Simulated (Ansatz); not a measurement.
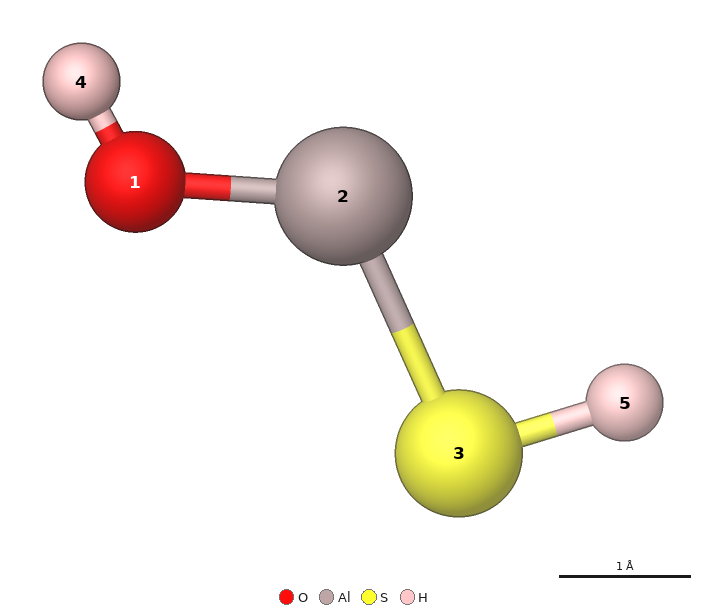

The picture comes from a calculation with Ansatz.

Orthographic view. Depth is shown by fading: the farther an atom, the more it takes the colour of the background. The species is neutral and a spin doublet. Geometry: atoms displaced at random (about 0.06 Å) from a stationary point of PBE0-D4.

Write a Z-matrix (Å, degrees) in the order of the atom numbers, with these reference atoms: 2 to 1; 3 to 2, 1; 4 to 1, 2, 3; 5 to 3, 2, 1.

```
O  
Al   1   1.602
S    2   2.203   1   118.2
H    1   0.877   2   122.4   3  -172.4
H    3   1.334   2    97.7   1   175.4
```
